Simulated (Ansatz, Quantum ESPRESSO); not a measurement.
# From contact to tunnelling: vacuum gaps between two Na(100) faces, part 4 of 5

Aim: how the conductance falls as the barrier grows, for vacuum gaps between two Na(100) faces.

Quantum ESPRESSO 7.5; plane-wave DFT, PBE, GBRV ultrasoft pseudopotentials; cross-check by Ansatz 0.2.0 with PAW datasets.

So far. Step 6 (The open system, 6 Å): T goes from 0.339 to 0.131, a factor of 2.6. Step 7 (The same in Ansatz, 6 Å): Ansatz finds T = 0.130 against pwcond's 0.131.

### 9. Transmission with pwcond.x, 7 Å

Level of this step: transmission by pwcond, lead and junction from one cell; plane-wave DFT, PBE, GBRV ultrasoft pseudopotentials (Quantum ESPRESSO).

Contents of j2.cond.in:

```
&inputcond
  outdir = './out'
  prefixt = 'j2.scf'
  tran_file = 'j2.cond.dat'
  bdl = 1.0000000000
  bds = 9.1666666667
  ikind = 1
  ewind = 4.0
  epsproj = 1e-05
  nz1 = 7
  energy0 = 0.4
  denergy = -0.4
/
15
  0.00000000 0.00000000 0.01562500
  0.00000000 0.12500000 0.06250000
  0.00000000 0.25000000 0.06250000
  0.00000000 0.37500000 0.06250000
  0.00000000 0.50000000 0.03125000
  0.12500000 0.12500000 0.06250000
  0.12500000 0.25000000 0.12500000
  0.12500000 0.37500000 0.12500000
  0.12500000 0.50000000 0.06250000
  0.25000000 0.25000000 0.06250000
  0.25000000 0.37500000 0.12500000
  0.25000000 0.50000000 0.06250000
  0.37500000 0.37500000 0.06250000
  0.37500000 0.50000000 0.06250000
  0.50000000 0.50000000 0.01562500
3
```

Run with:

```bash
OMP_NUM_THREADS=1 mpirun -n 4 pwcond.x -in j2.cond.in > j2.cond.out
```

Numbers of over 12 decimals in the logs are rounded to 6 here.

The program printed:

```text
[banner, memory and clock lines left out]
Program PWCOND v.7.5 starts
[citation notice left out]

[...]
./out/j2.scf.save/

     IMPORTANT: XC functional enforced from input :
     Exchange-correlation= PBE
                           (   1   4   3   4   0   0   0)
     Any further DFT definition will be discarded
     Please, verify this is what you really want

     Reading collected, re-writing distributed wavefunctions

===== INPUT FILE containing all the regions =====

     GEOMETRY:

     lattice parameter (alat)  =       7.9368  a.u.
[...]
Nchannels of the left tip =            0
 Right moving states:
   k1(2pi/a)   k2(2pi/a)   E-Ef (eV)
 Left moving states:
   k1(2pi/a)   k2(2pi/a)   E-Ef (eV)

 to transmit
          E-Ef(ev), T =    0.0000000   0.0000000
---  E-Ef =   -0.4000000  k =    0.5000000   0.5000000
---  ie =          3  ik =         15
 Nchannels of the left tip =            0
 Right moving states:
   k1(2pi/a)   k2(2pi/a)   E-Ef (eV)
 Left moving states:
   k1(2pi/a)   k2(2pi/a)   E-Ef (eV)

 to transmit
          E-Ef(ev), T =   -0.4000000   0.0000000
   T_tot     0.40000      0.13592E+00
   T_tot     0.00000      0.67681E-01
   T_tot    -0.40000      0.30755E-01

[...]
```

Run time: 2.3 min. Hardware: 4 MPI ranks of Arm Neoverse V1, shared host; peak memory 0.39 GiB.

Numbers from this step:

* transmission at the Fermi level, one spin: 0.03384
* conductance: 0.03384 G₀

Per spin; mean over the k mesh across the current. Transmission, zone mean against energy, zero at the Fermi level:

| energy (eV) | transmission, zone mean |
| --- | --- |
| -0.400 | 0.0154 |
| 0.000 | 0.0338 |
| 0.400 | 0.0680 |

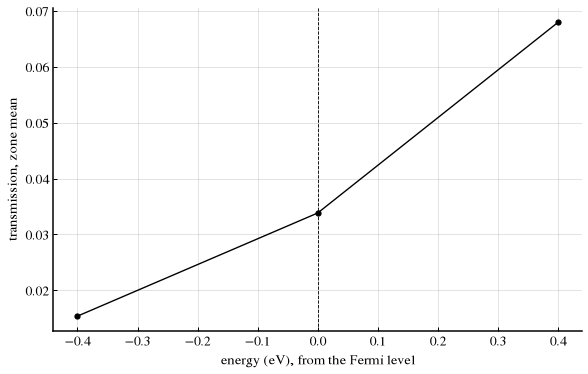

Transmission, zone mean against energy.

At 0.000 eV; k in fractions of b1, b2. Transmission by k point:

| k1 | k2 | weight | t | channels |
| --- | --- | --- | --- | --- |
| 0 | 0 | 0.01562 | 0.1658 | 1 |
| 0 | 0.125 | 0.0625 | 0.1343 | 1 |
| 0 | 0.25 | 0.0625 | 0.06725 | 1 |
| 0 | 0.375 | 0.0625 | 0.01798 | 1 |
| 0 | 0.5 | 0.03125 | 0.005371 | 2 |
| 0.125 | 0.125 | 0.0625 | 0.1077 | 1 |
| 0.125 | 0.25 | 0.125 | 0.05215 | 1 |
| 0.125 | 0.375 | 0.125 | 0.0132 | 1 |
| 0.125 | 0.5 | 0.0625 | 0.00414 | 2 |
| 0.25 | 0.25 | 0.0625 | 0.02102 | 1 |
| 0.25 | 0.375 | 0.125 | 0.005756 | 1 |
| 0.25 | 0.5 | 0.0625 | 0.001121 | 2 |
| 0.375 | 0.375 | 0.0625 | 0.001546 | 1 |
| 0.375 | 0.5 | 0.0625 | 0 | 0 |
| 0.5 | 0.5 | 0.01562 | 0 | 0 |

T goes from 0.131 to 0.0338, a factor of 3.9.

### 10. The same in Ansatz, 7 Å

Level of this step: plane-wave DFT, PBE, Ansatz PAW (Ansatz 0.2.0).

Contents of input.yaml:

```yaml
crystal:
  lattice:
    - [4.2, 0.0, 0.0]
    - [0.0, 4.2, 0.0]
    - [0.0, 0.0, 38.5]
  atoms:
    - { symbol: Na, position: [0.0, 0.0, 0.0] }
    - { symbol: Na, position: [0.5, 0.5, 0.0545454545] }
    - { symbol: Na, position: [0.0, 0.0, 0.1090909091] }
    - { symbol: Na, position: [0.5, 0.5, 0.1636363636] }
    - { symbol: Na, position: [0.0, 0.0, 0.2181818182] }
    - { symbol: Na, position: [0.5, 0.5, 0.2727272727] }
    - { symbol: Na, position: [0.0, 0.0, 0.3272727273] }
    - { symbol: Na, position: [0.5, 0.5, 0.3818181818] }
    - { symbol: Na, position: [0.0, 0.0, 0.5636363636] }
    - { symbol: Na, position: [0.5, 0.5, 0.6181818182] }
    - { symbol: Na, position: [0.0, 0.0, 0.6727272727] }
    - { symbol: Na, position: [0.5, 0.5, 0.7272727273] }
    - { symbol: Na, position: [0.0, 0.0, 0.7818181818] }
    - { symbol: Na, position: [0.5, 0.5, 0.8363636364] }
    - { symbol: Na, position: [0.0, 0.0, 0.8909090909] }
    - { symbol: Na, position: [0.5, 0.5, 0.9454545455] }
kpoints:
  mp_grid: { grid: [6, 6, 1] }
hamiltonian:
  xc: pbe
scf:
  occupations: { method: fermi_dirac, width: 0.1 }
  convergence: { dr2_threshold: 1.0e-08 }
output:
  transmission: { leads: [[0, 2]], e_range: [-0.4, 0.4], de: 0.4, kmesh: [8, 8] }
  write_potential: true
  write_density: true
  volumetric_format: npy
```

Run with:

```bash
ansatz run input.yaml --threads 4 --pin off --max-ram 8192MiB --backend cpu --events-out ev --progress --plain --runs-dir out
```

The program printed:

```text
[...]
Crystal: 16 atoms, lattice volume = 679.140 Å³
Basis set: ecut = 420 eV, 13141 PW (Γ)
Bands: 88, of which v1, the nominal top of the filled ones, is band 72 counted from 1 (71 counted from 0)
Symmetry: 16 space group operations
[...]
k-points: 10 of 36
[...]
k-point 9: bands = [... 68 lower, 2.2158, 2.2158, 2.4068, 2.4068, 2.4709, 2.4709, 2.5578, 2.5578, ... 12 higher]
--- Transmission ---
  basis      : 149 plane waves across, 49 finite elements along
  points     : 15, standing for a mesh of 8 x 8
[...]
channels       : 1.078125e0 a spin
[...]
slowest decay  : 0.1330 /Å at (0.5000, 0.3750)
  junction   : crystal 0 to crystal 0, -0.35 to 33.95 Å
    transmission   : 3.394759e-2 a spin
[...]
[key lines of the parts left out:]
SCF converged after 8 iterations
Free energy (F): -23782.343467 eV
Fermi energy:    1.208326 eV
```

It took 53 s on 4 threads; peak memory 1.5 GiB.

Read from the output:

| Property | Result |
| --- | --- |
| free energy | -23782.3435 eV |
| energy at zero smearing | -23782.2099 eV |
| smearing term TS | 0.2671 eV |
| Fermi energy | 1.208 eV |
| transmission at the Fermi level, one spin | 0.03395 |
| step of the lead's Hamiltonian over a period | 21.8 meV |

Per spin; mean over the k mesh across the current. The transmission, zone mean by energy, zero at the Fermi level:

| energy (eV) | transmission, zone mean |
| --- | --- |
| -0.400 | 0.0157 |
| 0.000 | 0.0339 |
| 0.400 | 0.0684 |

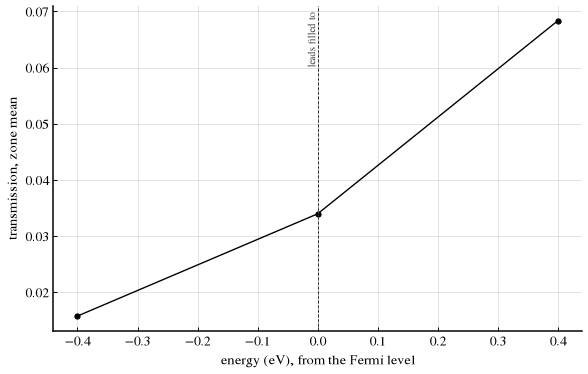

Transmission, zone mean against energy.

Ansatz finds T = 0.0339 against pwcond's 0.0338.

### 11. SCF with pw.x, 8 Å

Level of this step: plane-wave DFT, PBE, GBRV ultrasoft pseudopotentials (Quantum ESPRESSO 7.5).

Contents of j3.scf.in:

```
&control
  prefix = 'j3.scf'
  outdir = './out'
  pseudo_dir = './pseudo'
  calculation = 'scf'
  tprnfor = .true.
/
&system
  ibrav = 0
  nat = 16
  ntyp = 1
  ecutwfc = 40
  ecutrho = 200
  occupations = 'smearing'
  smearing = 'mv'
  degauss = 0.01
/
&electrons
  conv_thr = 1e-07
  mixing_beta = 0.25
  electron_maxstep = 120
  mixing_mode = 'local-TF'
/
ATOMIC_SPECIES
  Na  22.9898  na_pbe_v1.5.uspp.F.UPF
CELL_PARAMETERS angstrom
  4.20000000000000 0.00000000000000 0.00000000000000
  0.00000000000000 4.20000000000000 0.00000000000000
  0.00000000000000 0.00000000000000 39.50000000000000
ATOMIC_POSITIONS crystal
  Na  0.000000000000 0.000000000000 0.000000000000
  Na  0.500000000000 0.500000000000 0.053164556962
  Na  0.000000000000 0.000000000000 0.106329113924
  Na  0.500000000000 0.500000000000 0.159493670886
  Na  0.000000000000 0.000000000000 0.212658227848
  Na  0.500000000000 0.500000000000 0.265822784810
  Na  0.000000000000 0.000000000000 0.318987341772
  Na  0.500000000000 0.500000000000 0.372151898734
  Na  0.000000000000 0.000000000000 0.574683544304
  Na  0.500000000000 0.500000000000 0.627848101266
  Na  0.000000000000 0.000000000000 0.681012658228
  Na  0.500000000000 0.500000000000 0.734177215190
  Na  0.000000000000 0.000000000000 0.787341772152
  Na  0.500000000000 0.500000000000 0.840506329114
  Na  0.000000000000 0.000000000000 0.893670886076
  Na  0.500000000000 0.500000000000 0.946835443038
K_POINTS automatic
  6 6 1 0 0 0
```

Run with:

```bash
OMP_NUM_THREADS=1 mpirun -n 4 pw.x -nk 2 -in j3.scf.in > j3.scf.out
```

The program printed:

```text
[banner, memory and clock lines left out]
Program PWSCF v.7.5 starts
[...]
Message from routine setup:
[...]
number of electrons       =       144.00
     number of Kohn-Sham states=           86
     kinetic-energy cutoff     =      40.0000  Ry
     charge density cutoff     =     200.0000  Ry
[...]
number of k points=    10  Marzari-Vanderbilt smearing, width (Ry)=  0.0100
[...]
Dense  grid:   224533 G-vectors     FFT dimensions: (  36,  36, 360)
[...]
Starting wfcs are   80 randomized atomic wfcs +    6 random wfcs
[...]
estimated scf accuracy    <       0.59927818 Ry
[...]
estimated scf accuracy    <       0.46130009 Ry
[...]
estimated scf accuracy    <       0.01905097 Ry
[...]
estimated scf accuracy    <       0.04733367 Ry
[...]
estimated scf accuracy    <       0.00619029 Ry
[...]
estimated scf accuracy    <       0.00475005 Ry
[...]
estimated scf accuracy    <       0.00014895 Ry
[...]
estimated scf accuracy    <       0.00006631 Ry
[...]
estimated scf accuracy    <       0.00002480 Ry
[...]
estimated scf accuracy    <       0.00000567 Ry
[...]
estimated scf accuracy    <       0.00000042 Ry
[...]
estimated scf accuracy    <       0.00000029 Ry
[...]
the Fermi energy is     0.9875 ev
!    total energy              =   -1525.49431946 Ry
     estimated scf accuracy    <       0.00000007 Ry
     smearing contrib. (-TS)   =       0.00007443 Ry
     internal energy E=F+TS    =   -1525.49439390 Ry
[...]
one-electron contribution =   -2589.03580121 Ry
     hartree contribution      =    1297.33249641 Ry
     xc contribution           =    -228.91334563 Ry
     ewald contribution        =      -4.87774346 Ry
     convergence has been achieved in  13 iterations
[...]
Total force =     0.002334     Total SCF correction =     0.000984
[...]
```

Elapsed: 2.1 min, on 4 MPI ranks; peak memory 1.2 GiB; 8.3 min of CPU time.

Read from the output:

| Item | Value |
| --- | --- |
| free energy | -20755.4076 eV |
| Fermi energy | 0.9875 eV |

### 12. The open system, 8 Å

j3.cond.in, as its differences from the input of step 9:

```diff
@@ -2,6 +2,6 @@
   outdir = './out'
-  prefixt = 'j2.scf'
-  tran_file = 'j2.cond.dat'
+  prefixt = 'j3.scf'
+  tran_file = 'j3.cond.dat'
   bdl = 1.0000000000
-  bds = 9.1666666667
+  bds = 9.4047619048
   ikind = 1
```

Run with:

```bash
OMP_NUM_THREADS=1 mpirun -n 4 pwcond.x -in j3.cond.in > j3.cond.out
```

The program printed:

```text
[banner, memory and clock lines left out]
Program PWCOND v.7.5 starts
[citation notice left out]

[...]
./out/j3.scf.save/

     IMPORTANT: XC functional enforced from input :
     Exchange-correlation= PBE
                           (   1   4   3   4   0   0   0)
     Any further DFT definition will be discarded
     Please, verify this is what you really want

     Reading collected, re-writing distributed wavefunctions

===== INPUT FILE containing all the regions =====

     GEOMETRY:

     lattice parameter (alat)  =       7.9368  a.u.
[...]
Nchannels of the left tip =            0
 Right moving states:
   k1(2pi/a)   k2(2pi/a)   E-Ef (eV)
 Left moving states:
   k1(2pi/a)   k2(2pi/a)   E-Ef (eV)

 to transmit
          E-Ef(ev), T =    0.0000000   0.0000000
---  E-Ef =   -0.4000000  k =    0.5000000   0.5000000
---  ie =          3  ik =         15
 Nchannels of the left tip =            0
 Right moving states:
   k1(2pi/a)   k2(2pi/a)   E-Ef (eV)
 Left moving states:
   k1(2pi/a)   k2(2pi/a)   E-Ef (eV)

 to transmit
          E-Ef(ev), T =   -0.4000000   0.0000000
   T_tot     0.40000      0.39722E-01
   T_tot     0.00000      0.16601E-01
   T_tot    -0.40000      0.64657E-02

[...]
```

It took 2.6 min on 4 MPI ranks; peak memory 0.4 GiB.

Numbers from this step:

- transmission at the Fermi level, one spin: 0.008301
- conductance: 0.008301 G₀

Per spin; mean over the k mesh across the current. The transmission, zone mean by energy, zero at the Fermi level:

| energy (eV) | transmission, zone mean |
| --- | --- |
| -0.400 | 0.00323 |
| 0.000 | 0.00830 |
| 0.400 | 0.0199 |

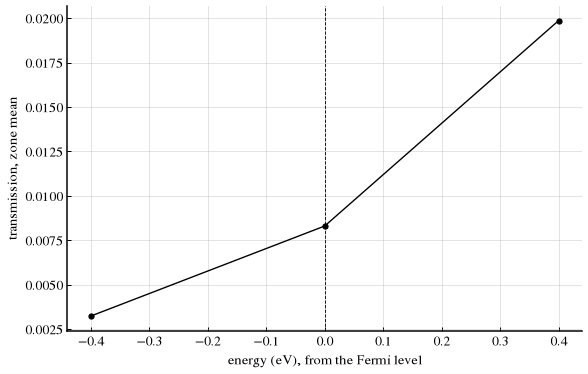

Transmission, zone mean against energy.

T goes from 0.0338 to 0.00830, a factor of 4.1.

### 13. Cross-check with Ansatz, 8 Å

Level of this step: plane-wave DFT, PBE, Ansatz PAW (Ansatz 0.2.0).

input.yaml, the sections that differ from step 10:

```yaml
crystal:
  lattice:
    - [4.2, 0.0, 0.0]
    - [0.0, 4.2, 0.0]
    - [0.0, 0.0, 39.5]
  atoms:
    - { symbol: Na, position: [0.0, 0.0, 0.0] }
    - { symbol: Na, position: [0.5, 0.5, 0.053164557] }
    - { symbol: Na, position: [0.0, 0.0, 0.1063291139] }
    - { symbol: Na, position: [0.5, 0.5, 0.1594936709] }
    - { symbol: Na, position: [0.0, 0.0, 0.2126582278] }
    - { symbol: Na, position: [0.5, 0.5, 0.2658227848] }
    - { symbol: Na, position: [0.0, 0.0, 0.3189873418] }
    - { symbol: Na, position: [0.5, 0.5, 0.3721518987] }
    - { symbol: Na, position: [0.0, 0.0, 0.5746835443] }
    - { symbol: Na, position: [0.5, 0.5, 0.6278481013] }
    - { symbol: Na, position: [0.0, 0.0, 0.6810126582] }
    - { symbol: Na, position: [0.5, 0.5, 0.7341772152] }
    - { symbol: Na, position: [0.0, 0.0, 0.7873417722] }
    - { symbol: Na, position: [0.5, 0.5, 0.8405063291] }
    - { symbol: Na, position: [0.0, 0.0, 0.8936708861] }
    - { symbol: Na, position: [0.5, 0.5, 0.946835443] }
# kpoints, hamiltonian, scf, output: as in step 10
```

Run with:

```bash
ansatz run input.yaml --threads 4 --pin off --max-ram 8192MiB --backend cpu --events-out ev --progress --plain --runs-dir out
```

The program printed:

```text
[...]
Crystal: 16 atoms, lattice volume = 696.780 Å³
Basis set: ecut = 420 eV, 13465 PW (Γ)
Bands: 88, of which v1, the nominal top of the filled ones, is band 72 counted from 1 (71 counted from 0)
Symmetry: 16 space group operations
[...]
k-points: 10 of 36
[...]
k-point 9: bands = [... 68 lower, 2.1213, 2.1213, 2.3111, 2.3111, 2.3762, 2.3762, 2.4628, 2.4628, ... 12 higher]
--- Transmission ---
  basis      : 149 plane waves across, 52 finite elements along
  points     : 15, standing for a mesh of 8 x 8
[...]
channels       : 1.078125e0 a spin
[...]
slowest decay  : 0.1329 /Å at (0.5000, 0.3750)
  junction   : crystal 0 to crystal 0, -0.35 to 34.95 Å
    transmission   : 8.008101e-3 a spin
[...]
[key lines of the parts left out:]
SCF converged after 8 iterations
Free energy (F): -23782.341901 eV
Fermi energy:    1.113660 eV
```

It took 53 s on 4 threads; peak memory 1.6 GiB.

Numbers from this step:

```
free energy                               : -23782.3419 eV
energy at zero smearing                   : -23782.2103 eV
smearing term TS                          : 0.2632 eV
Fermi energy                              : 1.114 eV
transmission at the Fermi level, one spin : 0.008008
```

Per spin; mean over the k mesh across the current. Transmission, zone mean against energy, zero at the Fermi level:

| energy (eV) | transmission, zone mean |
| --- | --- |
| -0.400 | 0.00321 |
| 0.000 | 0.00801 |
| 0.400 | 0.0192 |

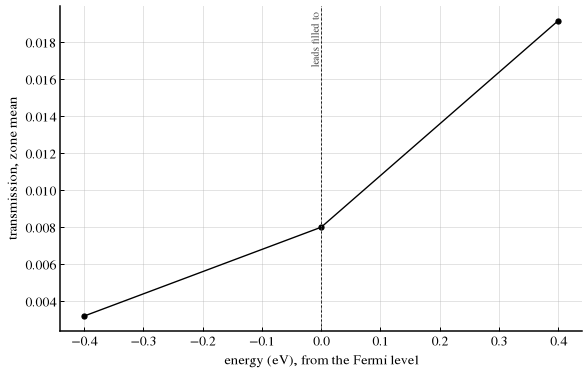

Transmission, zone mean against energy.

Ansatz finds T = 0.00801 against pwcond's 0.00830.

### 14. Self-consistent run, 9 Å

Level of this step: plane-wave DFT, PBE, GBRV ultrasoft pseudopotentials (Quantum ESPRESSO 7.5).

Contents of j4.scf.in:

```
&control
  prefix = 'j4.scf'
  outdir = './out'
  pseudo_dir = './pseudo'
  calculation = 'scf'
  tprnfor = .true.
/
&system
  ibrav = 0
  nat = 16
  ntyp = 1
  ecutwfc = 40
  ecutrho = 200
  occupations = 'smearing'
  smearing = 'mv'
  degauss = 0.01
/
&electrons
  conv_thr = 1e-07
  mixing_beta = 0.25
  electron_maxstep = 120
  mixing_mode = 'local-TF'
/
ATOMIC_SPECIES
  Na  22.9898  na_pbe_v1.5.uspp.F.UPF
CELL_PARAMETERS angstrom
  4.20000000000000 0.00000000000000 0.00000000000000
  0.00000000000000 4.20000000000000 0.00000000000000
  0.00000000000000 0.00000000000000 40.50000000000000
ATOMIC_POSITIONS crystal
  Na  0.000000000000 0.000000000000 0.000000000000
  Na  0.500000000000 0.500000000000 0.051851851852
  Na  0.000000000000 0.000000000000 0.103703703704
  Na  0.500000000000 0.500000000000 0.155555555556
  Na  0.000000000000 0.000000000000 0.207407407407
  Na  0.500000000000 0.500000000000 0.259259259259
  Na  0.000000000000 0.000000000000 0.311111111111
  Na  0.500000000000 0.500000000000 0.362962962963
  Na  0.000000000000 0.000000000000 0.585185185185
  Na  0.500000000000 0.500000000000 0.637037037037
  Na  0.000000000000 0.000000000000 0.688888888889
  Na  0.500000000000 0.500000000000 0.740740740741
  Na  0.000000000000 0.000000000000 0.792592592593
  Na  0.500000000000 0.500000000000 0.844444444444
  Na  0.000000000000 0.000000000000 0.896296296296
  Na  0.500000000000 0.500000000000 0.948148148148
K_POINTS automatic
  6 6 1 0 0 0
```

Run with:

```bash
OMP_NUM_THREADS=1 mpirun -n 4 pw.x -nk 2 -in j4.scf.in > j4.scf.out
```

The program printed:

```text
[banner, memory and clock lines left out]
Program PWSCF v.7.5 starts
[...]
Message from routine setup:
[...]
number of electrons       =       144.00
     number of Kohn-Sham states=           86
     kinetic-energy cutoff     =      40.0000  Ry
     charge density cutoff     =     200.0000  Ry
[...]
number of k points=    10  Marzari-Vanderbilt smearing, width (Ry)=  0.0100
[...]
Dense  grid:   230165 G-vectors     FFT dimensions: (  36,  36, 360)
[...]
Starting wfcs are   80 randomized atomic wfcs +    6 random wfcs
[...]
estimated scf accuracy    <       0.59957098 Ry
[...]
estimated scf accuracy    <       0.46141311 Ry
[...]
estimated scf accuracy    <       0.01730226 Ry
[...]
estimated scf accuracy    <       0.04131426 Ry
[...]
estimated scf accuracy    <       0.00595335 Ry
[...]
estimated scf accuracy    <       0.00463060 Ry
[...]
estimated scf accuracy    <       0.00027844 Ry
[...]
estimated scf accuracy    <       0.00016234 Ry
[...]
estimated scf accuracy    <       0.00001762 Ry
[...]
estimated scf accuracy    <       0.00003617 Ry
[...]
estimated scf accuracy    <       0.00000130 Ry
[...]
estimated scf accuracy    <       0.00000062 Ry
[...]
the Fermi energy is     0.8981 ev
!    total energy              =   -1525.49443744 Ry
     estimated scf accuracy    <       0.00000003 Ry
     smearing contrib. (-TS)   =       0.00008728 Ry
     internal energy E=F+TS    =   -1525.49452472 Ry
[...]
one-electron contribution =   -2975.08160106 Ry
     hartree contribution      =    1489.87833589 Ry
     xc contribution           =    -228.91365947 Ry
     ewald contribution        =     188.62239992 Ry
     convergence has been achieved in  13 iterations
[...]
Total force =     0.002474     Total SCF correction =     0.000340
[...]
```

Wall time 2.1 min (4 MPI ranks); peak memory 1.2 GiB; 8.2 min of CPU time.

Read from the output:

* free energy: -20755.4092 eV
* Fermi energy: 0.8981 eV

(Continued in part 5 of 5.)

[Logs are printed without paths, hosts, clocks, repeated set-up lines and the standing remarks that a program may print on its own settings, such as how far it seeks lower states.]

[Hosts, paths, dates, database ids (printed as entryN), source tags and the programs' standing remarks are cut or masked in the printed files.]

[Maps of the electrostatic potential energy from Ansatz leave out the sawtooth potential of an applied field or a dipole correction, so their vacuum need not be flat; planar profiles and work functions include it.]
